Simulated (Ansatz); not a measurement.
Input file:

```
crystal:
  periodic: [false, false, false]
  atoms:
    - { symbol: Ta, position_ang: [0.0, 0.0, 0.0] }
    - { symbol: O, position_ang: [2.37, 0.0, 0.0] }
    - { symbol: H, position_ang: [2.7071, -0.5308, 0.7903] }
    - { symbol: F, position_ang: [0.0, 0.0, 1.93] }
    - { symbol: F, position_ang: [0.0, 0.0, -1.93] }
    - { symbol: F, position_ang: [-0.965, 1.6714, 0.0] }
    - { symbol: F, position_ang: [-0.965, -1.6714, 0.0] }
    - { symbol: Br, position_ang: [0.9302, -2.3695, 1.4909] }
    - { symbol: H, position_ang: [2.1856, -1.1339, 0.7135] }
basis:
  gaussian: { orbitals: def2-SVP }
hamiltonian:
  xc: lda
relax:
  f_tol: 0.15
  max_steps: 25
  restrain:
    - { distance: [0, 7], at: 2.65, k: 30.0 }
    - { distance: [8, 1], at: 1.01, k: 30.0 }
    - { distance: [0, 1], at: 3.22, k: 30.0 }
    - { distance: [8, 7], at: 2.75, k: 30.0 }
output:
  orbitals: {}
```

Command:

```sh
ansatz run input.yaml --threads 4 --pin off --max-ram 5120MiB --backend cpu --events-out ev --progress --plain --runs-dir out
```

The fields are those of the run's last geometry, not of the input's.

Core potentials replace the inner electrons of Ta; not at a stationary point (largest force 1.6 eV/Å).

The calculation used RKS LDA/def2-SVP (Ansatz 0.2.0).

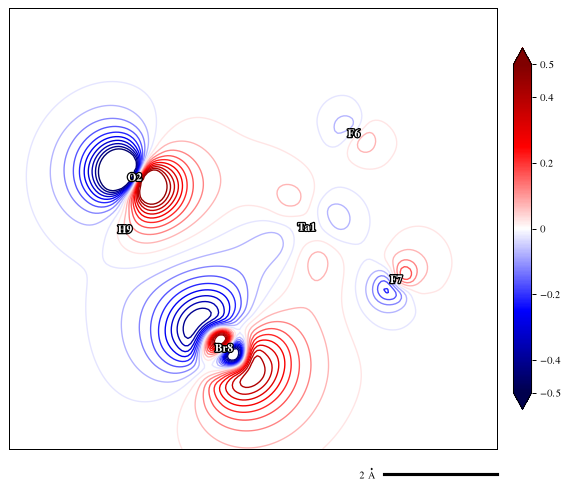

BrF4Ta···H2O. The HOMO on the plane of atoms F6, Ta1 and Br8 (values in Å⁻³ᐟ²; the overall sign is arbitrary).

Describe this orbital and give its energy.

Its weight (Hirshfeld) is mainly on Br8 (about 50 %) and O2 (about 40 %); largely a combination of lone pairs on Br8 and O2. Its energy is −7.49 eV.
